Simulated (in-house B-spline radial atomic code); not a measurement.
# Run report: Al⁺, many-body perturbation calculation

System: Al⁺, core [Ne] 3s2.
Method: relativistic RPA (time-dependent Dirac-Hartree-Fock) and second-order many-body perturbation theory, no-pair Dirac-Coulomb, closed shell, B-spline basis (in-house B-spline radial atomic code).

The input:
```
basis_form = 2
Z = 13
core_configuration = [Ne] 3s2
rms_radius = 3.061
mass_number = 27
speed_of_light = 137.035999084
box_radius = 25.846
lmax = 7
intervals = 67
virtual_cutoff = 4225.0
```

Hardware: 1 CPU thread, shared host.

Launched within a batch (the task file carries these settings):
```bash
python <driver script> task.json out
```

The program writes its results to a structured record and prints no log; tables and figures of this report are taken from that record.

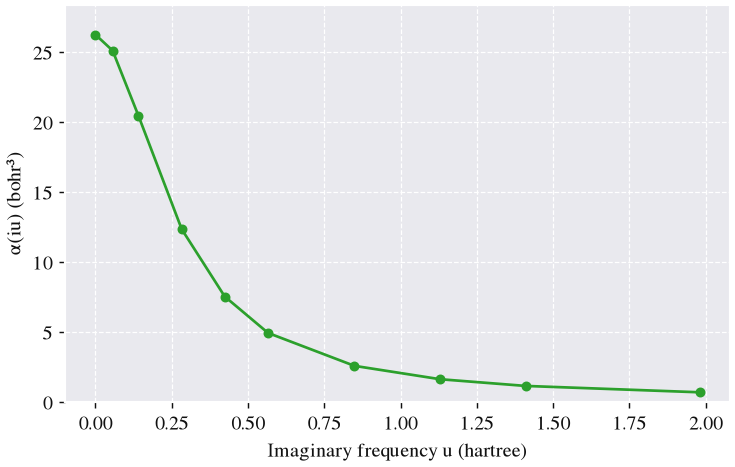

**Figure 1.** Dipole polarisability at imaginary frequency of Al⁺ (aluminium, Z = 13), [Ne] 3s². Relativistic RPA on Dirac–Hartree–Fock, no-pair Dirac–Coulomb, finite nucleus, computed with a B-spline radial code. The static dipole polarisability is 26.3 bohr³; α(iu) falls to half of it near u = 0.26 hartree. The Casimir–Polder integral gives C₆ = 139 hartree bohr⁶ for two such species.

Results in brief:

```
 quantity      value
  outcome  converged
wall time      1.2 s
```

Notes:

Caveats: RPA puts the weak triplet-like excitations of an outer s2 shell too low.
